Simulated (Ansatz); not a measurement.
**B2H4O2 (SMILES BOBO): density, localisation and related maps**

```xyz
8

B    -0.0477   -1.2238   -1.7577
B    -1.7012   -1.9013    0.2746
O    -0.9155   -1.5320   -0.7778
O    -3.0305   -1.5999    0.3181
H     0.5500   -0.1657   -1.7015
H     0.0995   -2.0049   -2.6788
H    -1.2212   -2.5119    1.2009
H    -3.3375   -1.1062   -0.4680
```

Geometry: BLYP-D3(BJ)/def2-SVP.

Level of theory: Ansatz 0.2.0, isolated molecule in a Gaussian basis; Kohn-Sham density functional theory, functional PBE0.

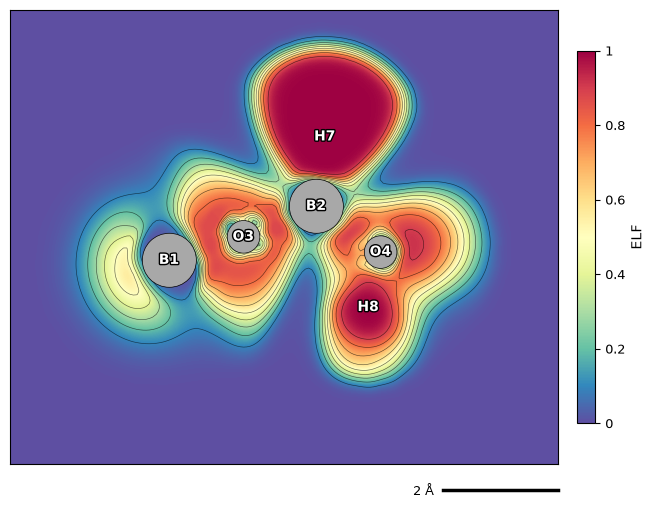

Figure 1. ELF on the plane of atoms O4, B2 and H7. Grey discs cover the atomic cores.

What does the map show?

Answer.
- The section cuts through B, O and H sites.
- B–O (1.34 Å): the ELF peaks at about 0.85 between the atoms; a short, strongly polar bond.
- O–H (0.98 Å): the ELF climbs to about 1 towards the hydrogen, as it does in any bond to H; an ordinary covalent bond to hydrogen.
- B–H (1.21 Å): the ELF climbs to about 1 towards the hydrogen (a covalent bond by its length).
- The ELF also peaks beside O4, away from the bonds: lone-pair regions.

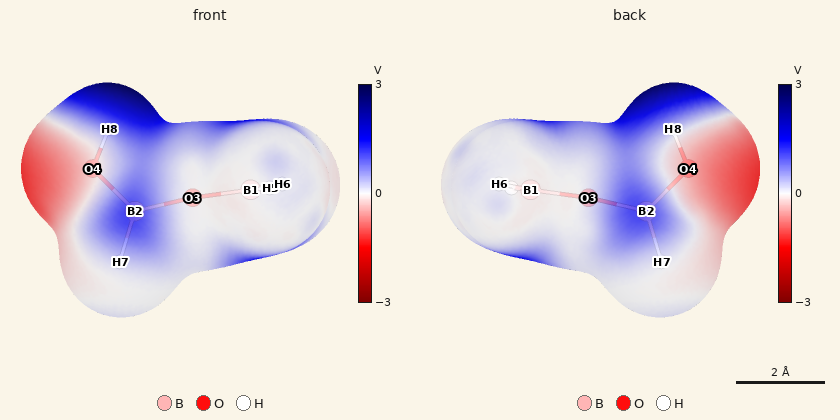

Figure 2. The electrostatic potential painted on the density surface at 0.002 e/bohr³, seen from the front and from behind; the colour scale runs from red (negative) to blue (positive).

Which sites attract a positive test charge, and which a negative one?

Answer. A positive charge is drawn to the negative regions and a negative charge to the positive ones. The most negative region (about −1.2 V) lies over O4, the most positive (about +2.8 V) over H8. O4 is the likeliest acceptor of a hydrogen bond.

How polar is the molecule by this calculation?

Answer. Its dipole moment is 1.16 D.

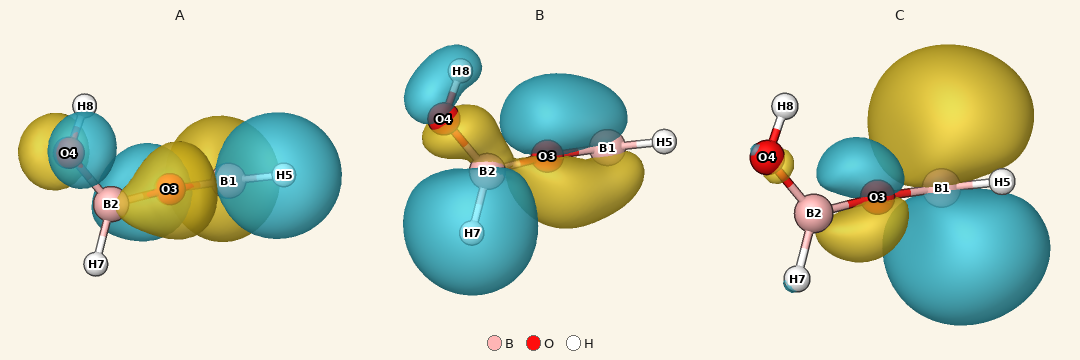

Figure 3. Three frontier orbitals at ±0.08 Å⁻³ᐟ² (yellow and cyan are the two phases), in no order.

Which picture is the HOMO−1, the HOMO and the LUMO?

Answer. B is the HOMO−1 (−9.92 eV). Its weight (Hirshfeld) is mainly on O3 (about 30 %), H7 (about 30 %), B2 (about 25 %), B1 (about 10 %) and O4 (about 5 %). A is the HOMO (−8.52 eV). Its weight (Hirshfeld) is mainly on O3 (about 25 %), B1 (about 25 %), H6 (about 20 %), H5 (about 20 %) and O4 (about 10 %). C is the LUMO (−0.89 eV). Its weight (Hirshfeld) is mainly on B1 (about 65 %), O3 (about 10 %), H6 (about 10 %) and H5 (about 10 %).

What is the HOMO–LUMO gap?

Answer. 7.63 eV between the orbital energies.

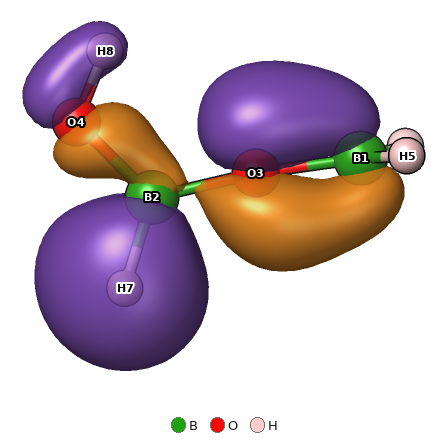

Figure 4. The HOMO−1 at ±0.1 Å⁻³ᐟ² (orange and purple are the two phases), seen across its widest extent.

Describe this orbital and give its energy.

Answer. Its weight (Hirshfeld) is mainly on O3 (about 30 %), H7 (about 30 %), B2 (about 25 %), B1 (about 10 %) and O4 (about 5 %). Its energy is −9.92 eV.
